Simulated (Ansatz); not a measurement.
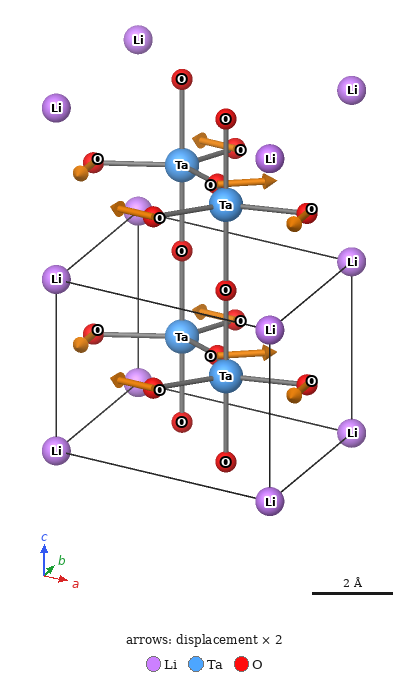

A relaxation of a crystal of LiTa$_{2}$O$_{5}$ (a generated structure, set up in P-62m) (coarse preliminary run). The starting structure is drawn; orange arrows show the displacements (the part carried along by the change of the cell is left out), 2 times their true length.

A ball-and-stick model of the cell of the calculation, repeated 1 × 1 × 2 with one cell outlined, seen slightly off an axis.

Method: Ansatz, DFT PBE, scalar-relativistic, plane waves, PAW. (plane-wave cutoff 420 eV; k-point mesh 3 × 3 × 4; occupations gaussian; smearing width 0.1 eV; no spin polarisation; cell and atoms relaxed; force threshold 0.04 eV/Å; at most 70 steps)

Atoms of which element are displaced furthest, and by how much?

Oxygen: up to 0.78 Å, against 0.00 Å for tantalum.

What did the optimiser do to the structure, and how much energy did it gain?

The energy falls by 1119 meV per atom in 16 accepted moves (18 points after the start). Largest force component: 1.1 eV/Å at the start, 0.00047 eV/Å at the end. The pressure goes from −22.73 to −0.02 GPa. At 2 points the geometry stayed and the basis and grid were re-selected for the new cell (energy shift of 4.0 meV per atom at most each time). The largest moves relative to the cell, 0.78 Å, are those of O atoms. Ta and Li stay in place. The drawn cell changes as follows: a = b 7.663 → 5.774 Å (−24.7 %), c 4.428 → 3.902 Å (−11.9 %); the volume changes by −50.0 %. Among the contacts that change: Li–O 4.126 → 2.684 Å, Ta–Ta 4.424 → 3.334 Å, O–Ta 2.240 → 1.966 Å, O–Ta 2.214 → 1.951 Å. Among the angles between lasting bonds that change: Ta–O–Ta 162.0° → 115.9°. The space group stays P-62m (No. 189).

Limits of the set-up: an odd number of electrons was run without spin polarisation, which fails if the electron would localise.
